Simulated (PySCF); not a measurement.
## Frequency calculation of SF₅ (charge +1)

The run: frequency calculation of SF₅, charge +1. Method and program: RKS-based PBE0, S def2-SVP, F def2-SVP; non-relativistic Hamiltonian; density fitting (PySCF 2.14.0).

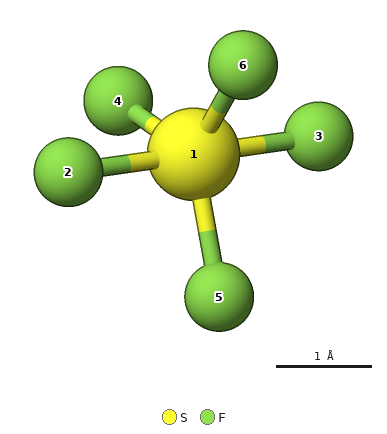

Figure 1. The structure as given in the input (ball-and-stick view, seen at a tilt; atoms are numbered from 1 in the order of the input).

Results in brief

```json
{"quantity": "outcome", "value": "converged"}
{"quantity": "total energy", "value": "−895.755186 hartree"}
{"quantity": "HOMO", "value": "−20.05 eV"}
{"quantity": "LUMO", "value": "−9.66 eV"}
{"quantity": "zero-point energy", "value": "0.017961 hartree"}
{"quantity": "wavenumbers, lowest and highest", "value": "191 and 1092 cm⁻¹"}
{"quantity": "hardware", "value": "2 threads of Arm Neoverse N1, 98 GiB of memory available, shared host"}
{"quantity": "wall time", "value": "48 s (CPU time 81 s)"}
{"quantity": "peak memory", "value": "1.3 GiB"}
```

Input
```python
from pyscf import gto, scf, dft
mol = gto.M(atom='''
S     -0.000000    -0.000000     0.000000
F      0.000000    -0.000000     1.548767
F     -0.000000     0.000000    -1.548767
F      1.528481     0.000017     0.000000
F     -0.764255     1.323695     0.000000
F     -0.764225    -1.323712    -0.000000''',
    basis={'S': 'def2-SVP', 'F': 'def2-SVP'},
    charge=1, spin=0)
mf = dft.RKS(mol, xc='PBE0')
mf.grids.atom_grid = (75, 302)
aux = {'S': 'def2-universal-JKFIT', 'F': 'def2-universal-JKFIT'}
mf = mf.density_fit(auxbasis=aux)
mf.conv_tol = 1e-09
mf.diis_space = 10
mf.max_cycle = 60
mf.verbose = 4
mf.kernel()
```

The script is an equivalent of the set-up of the self-consistent field. The run itself was carried out by a driver, which started from the orbitals of the step before it where there was one and computed the further properties.

Launched with:
```bash
OMP_NUM_THREADS=2 python axn.py task.json out
```

What the program printed
```
init E= -895.755185600944
  HOMO = -0.736838054210434  LUMO = -0.355024691929801  gap/eV = 10.38967
cycle= 1 E= -895.755185600937  delta_E= 7.05e-12  |g|= 6.8e-06  |ddm|= 7.76e-06
  HOMO = -0.736838601398302  LUMO = -0.355024488367262  gap/eV = 10.38969
Extra cycle  E= -895.755185600926  delta_E= 1.07e-11  |g|= 1.01e-05  |ddm|= 1.16e-05
converged SCF energy = -895.755185600926
```

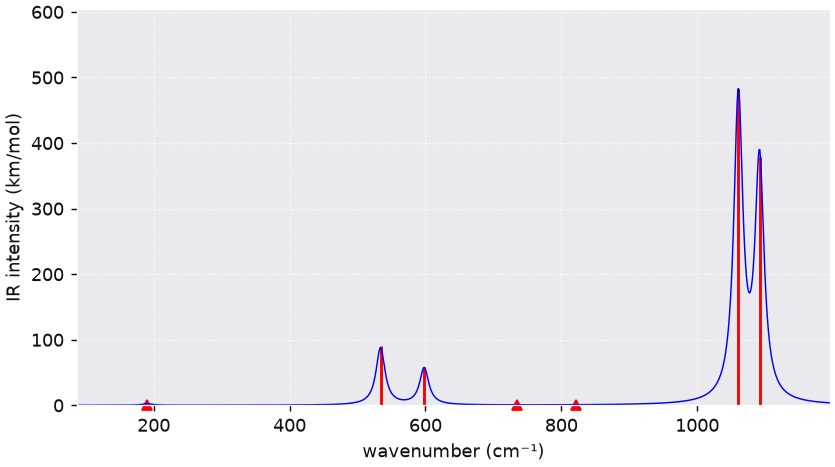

Figure 2. Harmonic infrared spectrum, unscaled: sticks (degenerate modes added up, dark ones marked on the axis) with a Lorentzian envelope of 16 cm⁻¹ full width, scaled to the tallest stick. 12 modes from 191 to 1092 cm⁻¹, none imaginary. The strongest line is at 1061 cm⁻¹ (483 km/mol). All modes, in cm⁻¹ (km/mol): 191 (1.3), 191 (1.3), 534 (45), 534 (45), 534 (0.0), 534 (0.0), 598 (59), 735 (0.0), 822 (0.0), 1061 (241), 1061 (241), 1092 (379).

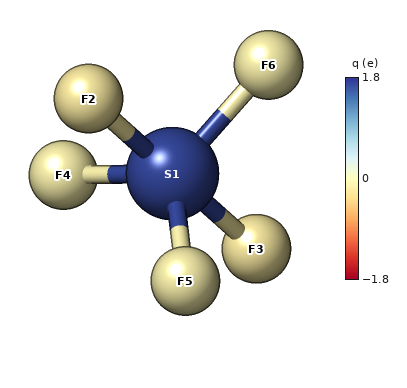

Figure 3. Mulliken charges, as the colour of each atom (ball-and-stick view, seen at a tilt; atoms are numbered from 1 in the order of the input). By element: S +1.68 and F −0.18 to −0.10 e.
